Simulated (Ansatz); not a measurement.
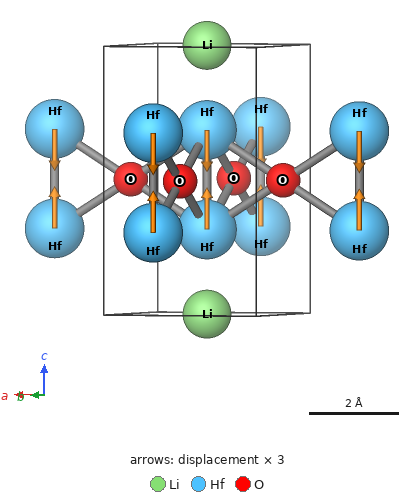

This is a relaxation of crystalline LiHf2O2 (a generated structure, set up in P4/mmm) (coarse preliminary run). The starting structure is drawn; orange arrows show the displacements (the part carried along by the change of the cell is left out), magnified 3 times.

A ball-and-stick model of the cell of the calculation, seen from a free direction.

All numbers below come from DFT PBE, scalar-relativistic, plane waves, PAW in Ansatz. Settings: plane-wave cutoff 420 eV; k-point mesh 6 × 6 × 4; occupations gaussian; smearing width 0.1 eV; no spin polarisation; cell and atoms relaxed; force threshold 0.04 eV/Å; at most 70 steps.

Question: What happened in the run?

Answer: The energy falls by 5.328 eV per cell of the calculation in 12 accepted moves (15 points after the start). Largest force component: 0.54 eV/Å at the start, 0.026 eV/Å at the end. Pressure: 20.67 GPa at the start and 0.07 GPa at the end. At 3 points the geometry stayed and the basis and grid were re-selected for the new cell (energy shift of 0.505 eV per cell of the calculation at most each time). The largest moves relative to the cell, 0.32 Å, are those of Hf atoms. Li and O stay in place. Cell: a = b 3.659 → 3.403 Å (−7.0 %), c 6.087 → 8.791 Å (+44.4 %). Volume +24.9 %. Some distances before and after: Hf–Li 1.915 → 3.087 Å, Hf–Hf 2.256 → 2.617 Å, Hf–Hf 3.659 → 3.403 Å. Among the angles between lasting bonds that change: Hf–O–Hf 116.7° → 104.9°, Hf–O–Hf 63.3° → 75.1°, O–Hf–O 116.7° → 104.9°. The space group stays P4/mmm (No. 123). The run took 110 s on 1 thread of Arm Neoverse V2, on a shared host, peak memory 0.41 GiB.

Limits of the set-up: layers or molecules are held without a dispersion correction, so their spacing is unreliable.
